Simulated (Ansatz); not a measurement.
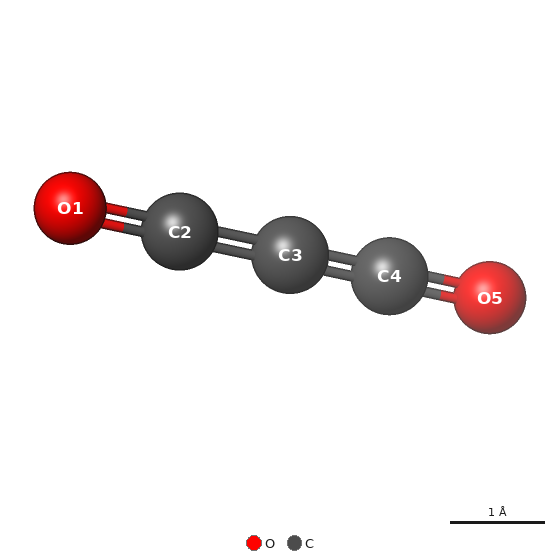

Figure made from data computed with Ansatz.

Orthographic view. Depth is shown by fading: the farther an atom, the more it takes the colour of the background. Geometry: moved along internal coordinates away from the minimum.

Write a MOL file (V2000) with the atoms in numerical order, bonds sorted by atom number with the orders drawn, and coordinates in the frame of the picture: x right, y up, z towards the viewer, origin at the mean position.

```
C3O2
                    3D

  5  4  0  0  0  0  0  0  0  0999 V2000
   -2.2800    0.4900    0.7800 O   0  0  0  0  0  0  0  0  0  0  0  0
   -1.1100    0.2400    0.3800 C   0  0  0  0  0  0  0  0  0  0  0  0
    0.0700   -0.0100   -0.0200 C   0  0  0  0  0  0  0  0  0  0  0  0
    1.1300   -0.2400   -0.3800 C   0  0  0  0  0  0  0  0  0  0  0  0
    2.2000   -0.4700   -0.7500 O   0  0  0  0  0  0  0  0  0  0  0  0
  1  2  2  0
  2  3  2  0
  3  4  2  0
  4  5  2  0
M  END
```
